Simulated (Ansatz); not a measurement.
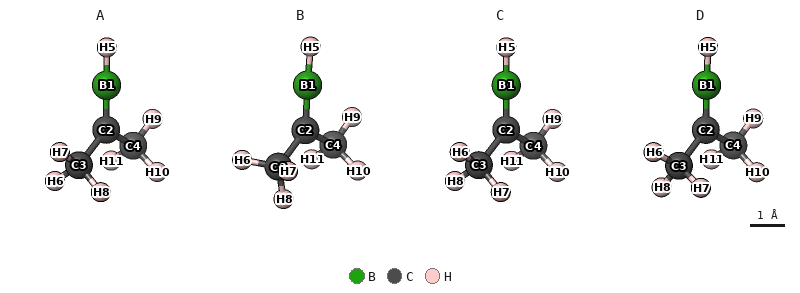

4 geometries from a converged minimum-energy path of C$_{3}$H$_{7}$B, shuffled. A ball-and-stick model, seen from a free direction.

These are results of Ansatz, RKS B3LYP/def2-SVP, not measurements. Settings: 7 movable images; climbing image; force threshold 0.03 eV/Å; iteration limit 27; starting path by image-dependent pair potential.

Q: One of them is the converged climbing image. Which?

A: B. In order along the path, whose images run from 0 to 8: C (image 0, 0.000 eV), D (image 1, +0.017 eV), B (image 4, +0.115 eV), A (image 8, 0.000 eV). The motion is a rotation about the C2–C3 bond by about 120°. No bond forms or breaks between the ends. Among the angles between lasting bonds that change up to the highest image: B1–C2–C4 122.0° → 116.1°, B1–C2–C3 122.1° → 127.4°.

The run took 6.7 min on 1 thread of Intel(R) Xeon(R) Processor @ 2.50GHz (Skylake/Cascade Lake) (shared host), peak memory 0.18 GiB.
